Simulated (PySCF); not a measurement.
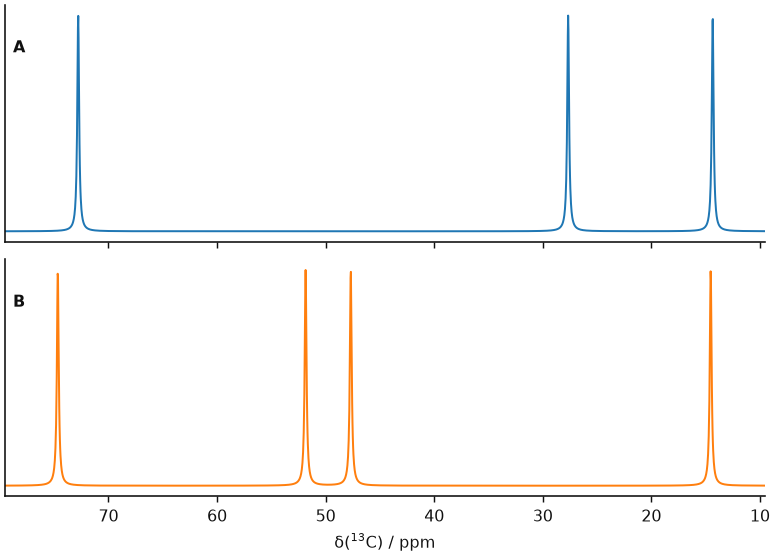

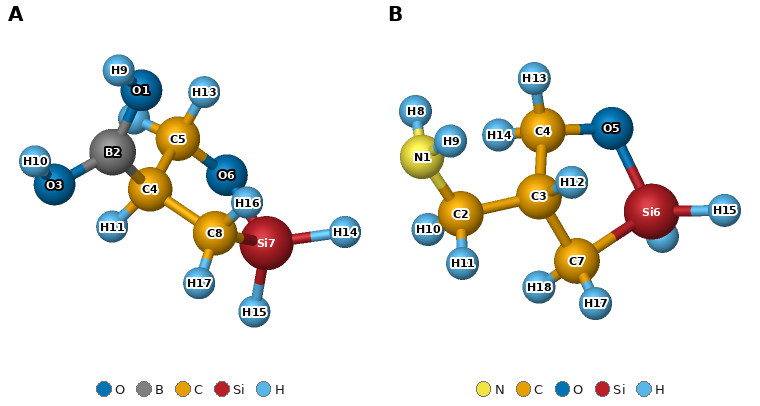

Related molecules: A is C₃H₉BO₃Si, SMILES OB(O)[C@H]1CO[SiH2]C1; B is C₄H₁₁NOSi, SMILES NC[C@@H]1CO[SiH2]C1. GIAO ¹³C shifts against TMS, PBE0/pcSseg-1 in PySCF 2.14.0, at a PBE0-D3(BJ)/def2-SVP geometry (no frequency check); fully decoupled, line heights follow the number of nuclei within a panel, widths are arbitrary (no quadrupolar broadening); values of one conformer, averaged over nuclei that symmetry, rotation about single bonds or inversion at nitrogen exchange, these motions taken as fast; other conformers aren't averaged in.

Assign the ¹³C signals of each molecule.

A: 72.8 (C5); 27.7 (C4); 14.4 (C8)
B: 74.7 (C4); 51.8 (C2); 47.7 (C3); 14.5 (C7)
